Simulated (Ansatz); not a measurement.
# Sc: pressure series

Start from Sc in the hcp (Mg type) structure (space group P6_3/mmc, No. 194; a = 3.3194 Å, c = 5.1664 Å).

Cell and atoms are relaxed at each pressure.

All numbers come from plane-wave PAW DFT at the PBE level (Ansatz, a program for electronic structure, 420 eV), without spin-orbit coupling.

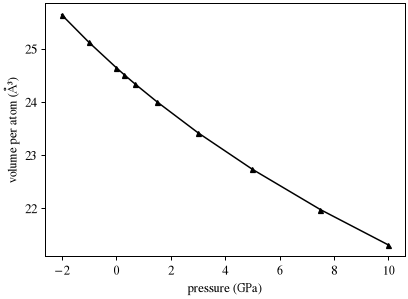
Fig. 1. Volume per atom against pressure

Q: From the plot, what is the volume per atom for pressure 3 GPa?

A: About 23.4 Å³.

Q: Is the trend monotonic over the range shown?

A: Yes, it falls throughout, spanning 21.31 Å³ to 25.64 Å³.

Load acts through the strain it causes; cell and atoms are relaxed under it. Stability against distortions was not tested. Competing high-pressure phases were not computed. All final runs are without spin polarisation.
